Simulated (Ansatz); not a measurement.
# Nudged elastic band, with input and output: CH₅BS

- system: CH₅BS, SMILES CBS
- method: RKS PBE/6-31G (Ansatz 0.2.0)

One setting was made poor on purpose. It belongs to a series of runs on one base structure; here: band between the two ends. Figures and captions count atoms from 1; the log counts them from 0 in places.

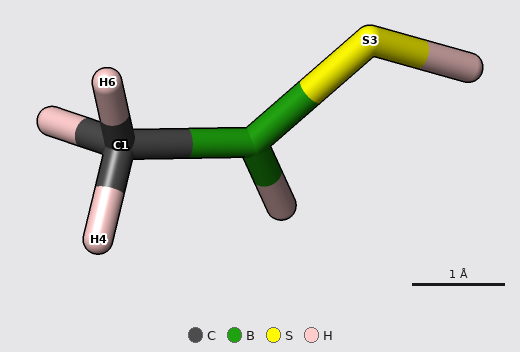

The input geometry (stick view, seen at an oblique angle; atoms are numbered from 1 in the order of the input). Bond lengths as drawn: B–C 1.56 Å, B–H 1.20 Å, B–S 1.84 Å, C–H 1.10 to 1.11 Å and H–S 1.39 Å.

Key numbers

| quantity | value |
| --- | --- |
| outcome | converged |
| barrier, forward | 0.044 eV |
| barrier, backward | 0.044 eV |
| hardware | 1 thread of Arm Neoverse V2, 24 GiB of memory available, shared host |
| wall time | 51 s |
| peak memory | 0.089 GiB |

Remarks

A deliberately poor setting: straight start. The order of the saddle point was not checked.

Input file
```yaml
crystal:
  periodic: [false, false, false]
  atoms:
    - { symbol: C, position_ang: [-0.63545, 0.86827, -0.272554] }
    - { symbol: B, position_ang: [0.338988, -0.35032, -0.17145] }
    - { symbol: S, position_ang: [0.580342, -1.190465, 1.444235] }
    - { symbol: H, position_ang: [-1.414457, 0.65936, -1.032766] }
    - { symbol: H, position_ang: [-0.084947, 1.752556, -0.651548] }
    - { symbol: H, position_ang: [-1.135344, 1.148288, 0.669488] }
    - { symbol: H, position_ang: [0.951881, -0.774449, -1.1154] }
    - { symbol: H, position_ang: [1.491186, -2.170341, 1.074295] }
basis:
  gaussian: { orbitals: "6-31G" }
hamiltonian:
  xc: pbe
neb:
  order_check: false
  images: 7
  f_tol: 0.05
  max_iterations: 60
  initial_path: linear
  final_atoms:
    - { symbol: C, position_ang: [-0.58232337, 0.90054085, -0.28910431] }
    - { symbol: B, position_ang: [0.10382318, -0.49153645, -0.09873755] }
    - { symbol: S, position_ang: [1.38967937, -0.7041957, 1.19690136] }
    - { symbol: H, position_ang: [-0.44106016, 1.24555546, -1.33289781] }
    - { symbol: H, position_ang: [-0.23021869, 1.69379, 0.39100813] }
    - { symbol: H, position_ang: [-1.67833759, 0.7926321, -0.16165006] }
    - { symbol: H, position_ang: [-0.17262778, -1.45063579, -0.77065829] }
    - { symbol: H, position_ang: [1.70326403, -2.04325147, 1.00943852] }
```

Launch command:
```bash
ansatz run input.yaml --threads 1 --pin off --max-ram 2048MiB --backend cpu --events-out ev --progress --plain --runs-dir out
```

Output
```
Engine: ansatz 0.2.0, aarch64-unknown-linux-gnu
Functional definition: PBE
  parameter kappa = 0.804
  parameter beta = 0.06672455060314922
  exchange = pbe_x(kappa = kappa, mu = beta*pi^2/3)
  correlation = pbe_c(beta = beta)
591 factors; integrals over basis functions are off by at most 2.0e-4 eV
mean field evaluation 1: about -12616.6539 eV, gradient 4.5e1 eV
mean field evaluation 2: about -12610.8325 eV, gradient 6.1e1 eV
mean field evaluation 4: about -12621.7900 eV, gradient 4.2e0 eV
mean field evaluation 8: about -12621.8454 eV, gradient 8.6e-3 eV
mean field -12621.84542762 eV, -463.8442640710 hartree, gradient 1.4e-5 eV, S^2 0.000000; 0 other end points of the search recorded, 0 dependent functions left out
the calculation of the forces begins
reference -12621.84545323 eV, -463.8442650120 hartree; 16, 16 occupied and 25, 25 virtual orbitals, 591 factors
591 factors; integrals over basis functions are off by at most 2.1e-4 eV
mean field evaluation 16: about -12610.8490 eV, gradient 6.1e1 eV
mean field -12621.84540369 eV, -463.8442631916 hartree, gradient 1.5e-5 eV, S^2 0.000000; 0 other end points of the search recorded, 0 dependent functions left out
[... from here on the field's lines of each further geometry are left out, up to the last ...]
NEB iter   1: max|band force component| = 6.314e0 eV/Å  barrier→ = 1.9158 eV  barrier← = 1.9158 eV  Δτ_max = 0.1185 Å  (197 SCF iters)
NEB iter   2: max|band force component| = 1.343e0 eV/Å  barrier→ = 0.2230 eV  barrier← = 0.2230 eV  Δτ_max = 0.0581 Å  (169 SCF iters)
NEB iter   3: max|band force component| = 4.529e-1 eV/Å  barrier→ = 0.0630 eV  barrier← = 0.0630 eV  CI = image 4  Δτ_max = 0.0472 Å  (157 SCF iters)
NEB iter   4: max|band force component| = 2.341e-1 eV/Å  barrier→ = 0.0448 eV  barrier← = 0.0448 eV  CI = image 4  Δτ_max = 0.0276 Å  (155 SCF iters)
NEB iter   5: max|band force component| = 7.195e-2 eV/Å  barrier→ = 0.0443 eV  barrier← = 0.0443 eV  CI = image 4  Δτ_max = 0.0067 Å  (150 SCF iters)
the calculation of the forces begins
reference -12621.83996244 eV, -463.8440632294 hartree; 16, 16 occupied and 25, 25 virtual orbitals, 591 factors
591 factors; integrals over basis functions are off by at most 2.2e-4 eV
mean field -12621.80114997 eV, -463.8426368973 hartree, gradient 3.2e-5 eV, S^2 0.000000; 1 other end points of the search recorded, 0 dependent functions left out
the calculation of the forces begins
reference -12621.80117523 eV, -463.8426378257 hartree; 16, 16 occupied and 25, 25 virtual orbitals, 591 factors
NEB iter   6: max|band force component| = 1.401e-2 eV/Å  barrier→ = 0.0443 eV  barrier← = 0.0443 eV  CI = image 4  Δτ_max = 0.0000 Å  (285 SCF iters)
```

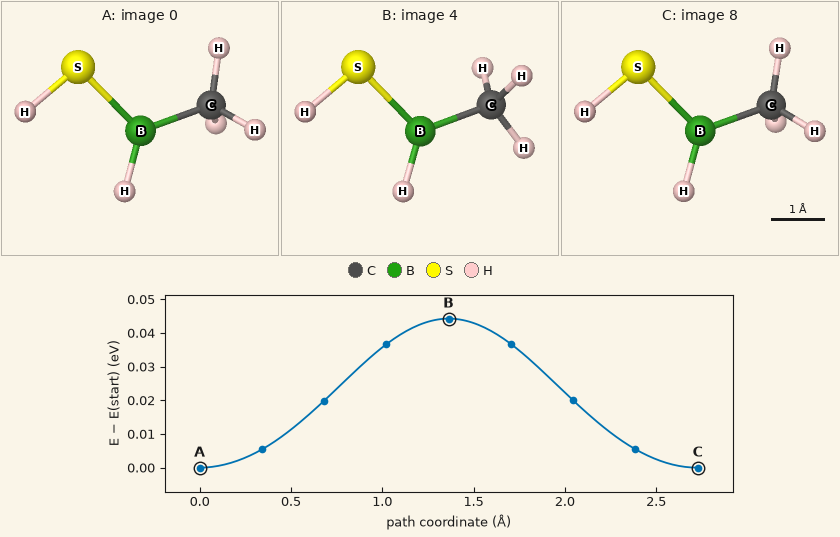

Images of the last band (counted from 0; ball-and-stick, seen at a tilt) above the energy along the path; the line is a cubic interpolation that uses the forces. The highest image is number 4, 0.044 eV above the start and 0.044 eV above the end (the climbing image); start and end have the same energy. The path is 2.73 Å long. The band converged in 6 iterations.

```
Total energy: -12621.80117523 eV, -463.8426378257 hartree
Atom 0 at    -0.763269     0.770780    -0.257639 Å, force     0.001381    -0.002380    -0.001022 eV/Å
Atom 1 at     0.232248    -0.439840    -0.187713 Å, force    -0.006539     0.004798    -0.001705 eV/Å
Atom 2 at     1.329876    -0.609194     1.281196 Å, force     0.001061    -0.002971    -0.002068 eV/Å
Atom 3 at    -1.365309     0.764280    -1.180679 Å, force     0.001833     0.001483     0.004488 eV/Å
Atom 4 at    -0.223797     1.736842    -0.206810 Å, force    -0.003020    -0.003343    -0.000136 eV/Å
Atom 5 at    -1.458000     0.769141     0.605057 Å, force     0.003093     0.000621    -0.003962 eV/Å
Atom 6 at     0.332049    -1.281565    -1.040509 Å, force     0.002338     0.000773     0.003676 eV/Å
Atom 7 at     2.008401    -1.767544     0.931397 Å, force    -0.000145     0.001018     0.000729 eV/Å
Dipole moment:    -0.053387    -0.066100    -0.160291 e Å
this run last wrote the band of iteration 6 to [file]
```

The last band as extended XYZ (Å, eV, eV/Å)
```
8
Properties=species:S:1:pos:R:3:forces:R:3 image=0 energy=-12621.84543
C    -0.6354    0.8683   -0.2726   -0.0028   0.0038  -0.0014
B     0.3390   -0.3503   -0.1714    0.0010  -0.0014   0.0030
S     0.5803   -1.1905    1.4442    0.0004  -0.0010  -0.0006
H    -1.4145    0.6594   -1.0328    0.0004  -0.0005   0.0004
H    -0.0849    1.7526   -0.6515   -0.0001  -0.0004  -0.0002
H    -1.1353    1.1483    0.6695    0.0012  -0.0009  -0.0004
H     0.9519   -0.7744   -1.1154    0.0004   0.0000  -0.0010
H     1.4912   -2.1703    1.0743   -0.0004   0.0004   0.0002
8
Properties=species:S:1:pos:R:3:forces:R:3 image=1 energy=-12621.84000
C    -0.6757    0.8384   -0.2722   -0.0036  -0.0089   0.0018
B     0.2995   -0.3819   -0.1851   -0.0015   0.0106  -0.0067
S     0.7493   -1.0673    1.4592   -0.0081  -0.0092   0.0032
H    -1.4028    0.7035   -1.0946   -0.0052  -0.0067   0.0109
H    -0.0871    1.7412   -0.5386   -0.0009  -0.0001  -0.0141
H    -1.2249    1.0625    0.6577    0.0099   0.0068   0.0026
H     0.7992   -0.8902   -1.1539    0.0133   0.0093   0.0037
H     1.6348   -2.0634    1.0720   -0.0039  -0.0018  -0.0015
8
Properties=species:S:1:pos:R:3:forces:R:3 image=2 energy=-12621.82553
C    -0.7114    0.8110   -0.2715   -0.0062  -0.0115   0.0033
B     0.2679   -0.4087   -0.1923   -0.0044   0.0119  -0.0102
S     0.9340   -0.9232    1.4426   -0.0138  -0.0156   0.0066
H    -1.3904    0.7349   -1.1386   -0.0095  -0.0110   0.0166
H    -0.1119    1.7333   -0.4255    0.0004  -0.0026  -0.0222
H    -1.3101    0.9721    0.6419    0.0167   0.0120   0.0052
H     0.6426   -1.0209   -1.1572    0.0220   0.0170   0.0014
H     1.7716   -1.9557    1.0449   -0.0051  -0.0002  -0.0008
8
Properties=species:S:1:pos:R:3:forces:R:3 image=3 energy=-12621.80875
C    -0.7403    0.7887   -0.2674   -0.0021  -0.0098   0.0012
B     0.2467   -0.4276   -0.1927   -0.0111   0.0090  -0.0116
S     1.1320   -0.7659    1.3850   -0.0095  -0.0143   0.0093
H    -1.3777    0.7527   -1.1664   -0.0075  -0.0079   0.0142
H    -0.1604    1.7335   -0.3151   -0.0003  -0.0021  -0.0171
H    -1.3886    0.8743    0.6240    0.0149   0.0098   0.0044
H     0.4850   -1.1556   -1.1197    0.0191   0.0132   0.0000
H     1.8955   -1.8573    0.9965   -0.0035   0.0022  -0.0004
8
Properties=species:S:1:pos:R:3:forces:R:3 image=4 energy=-12621.80115
C    -0.7633    0.7708   -0.2576    0.0014  -0.0024  -0.0010
B     0.2322   -0.4398   -0.1877   -0.0065   0.0048  -0.0017
S     1.3299   -0.6092    1.2812    0.0011  -0.0030  -0.0021
H    -1.3653    0.7643   -1.1807    0.0018   0.0015   0.0045
H    -0.2238    1.7368   -0.2068   -0.0030  -0.0033  -0.0001
H    -1.4580    0.7691    0.6051    0.0031   0.0006  -0.0040
H     0.3320   -1.2816   -1.0405    0.0023   0.0008   0.0037
H     2.0084   -1.7675    0.9314   -0.0001   0.0010   0.0007
8
Properties=species:S:1:pos:R:3:forces:R:3 image=5 energy=-12621.80868
C    -0.7828    0.7554   -0.2397    0.0081  -0.0017  -0.0053
B     0.2199   -0.4487   -0.1750   -0.0148   0.0062  -0.0094
S     1.5120   -0.4677    1.1355    0.0166   0.0061  -0.0080
H    -1.3475    0.7763   -1.1864    0.0150   0.0096  -0.0005
H    -0.2906    1.7353   -0.0985   -0.0042  -0.0053   0.0170
H    -1.5236    0.6646    0.5814   -0.0092  -0.0091  -0.0114
H     0.1883   -1.3884   -0.9246   -0.0095  -0.0091   0.0190
H     2.1165   -1.6839    0.8515   -0.0021   0.0034  -0.0013
8
Properties=species:S:1:pos:R:3:forces:R:3 image=6 energy=-12621.82544
C    -0.8018    0.7400   -0.2123    0.0111   0.0018  -0.0079
B     0.2061   -0.4571   -0.1517   -0.0162   0.0029  -0.0028
S     1.6650   -0.3496    0.9626    0.0160   0.0079  -0.0128
H    -1.3163    0.7927   -1.1877    0.0187   0.0113  -0.0022
H    -0.3523    1.7232    0.0115   -0.0053  -0.0051   0.0199
H    -1.5933    0.5717    0.5485   -0.0124  -0.0126  -0.0136
H     0.0647   -1.4744   -0.7773   -0.0115  -0.0095   0.0234
H     2.2201   -1.6037    0.7507   -0.0005   0.0034  -0.0039
8
Properties=species:S:1:pos:R:3:forces:R:3 image=7 energy=-12621.83994
C    -0.8224    0.7233   -0.1762    0.0083   0.0001  -0.0060
B     0.1910   -0.4670   -0.1138   -0.0131   0.0020   0.0004
S     1.7818   -0.2571    0.7812    0.0093   0.0043  -0.0079
H    -1.2642    0.8117   -1.1863    0.0120   0.0069  -0.0004
H    -0.4096    1.7020    0.1207   -0.0033  -0.0035   0.0113
H    -1.6715    0.4988    0.5030   -0.0092  -0.0066  -0.0086
H    -0.0299   -1.5406   -0.6090   -0.0043  -0.0047   0.0154
H     2.3169   -1.5281    0.6246    0.0004   0.0014  -0.0043
8
Properties=species:S:1:pos:R:3:forces:R:3 image=8 energy=-12621.84540
C    -0.8417    0.7076   -0.1388   -0.0062  -0.0032   0.0070
B     0.1753   -0.4778   -0.0641    0.0099  -0.0072  -0.0035
S     1.8606   -0.1914    0.6106   -0.0140  -0.0014  -0.0056
H    -1.1835    0.8394   -1.1849    0.0041   0.0015   0.0023
H    -0.4617    1.6753    0.2284   -0.0015  -0.0013  -0.0029
H    -1.7530    0.4492    0.4372    0.0039   0.0036  -0.0023
H    -0.0943   -1.5908   -0.4330    0.0045   0.0083   0.0047
H     2.3905   -1.4685    0.4888   -0.0007  -0.0002   0.0003
```
